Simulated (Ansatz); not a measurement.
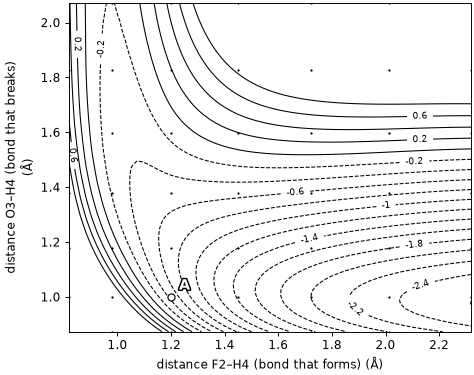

The reacting system Cl2FHHfO. The first coordinate is: distance F2–H4 (bond that forms); the second: distance O3–H4 (bond that breaks). Relaxed at each point: all other coordinates. The grid has 7 × 7 points. Points are written as (first, second). Energies are in eV, from a guessed transition structure relaxed with its forming and breaking bonds held. The reference is spin-restricted, so regions where a bond is pulled apart into radicals lie too high. Theory: Ansatz, RKS B3LYP-D4/def2-SVP.

The picture shows contour lines labelled in eV (none above 0.8), dots at the grid points, the point A. Between grid points the surface is interpolated.

**Is A at rest? If not, where is it pushed?**

A, at (1.199 Å, 1.001 Å), is not a stationary point. The computed force is 5.3 eV for each Å towards larger values of the first coordinate and 4.1 eV for each Å towards larger values of the second coordinate.
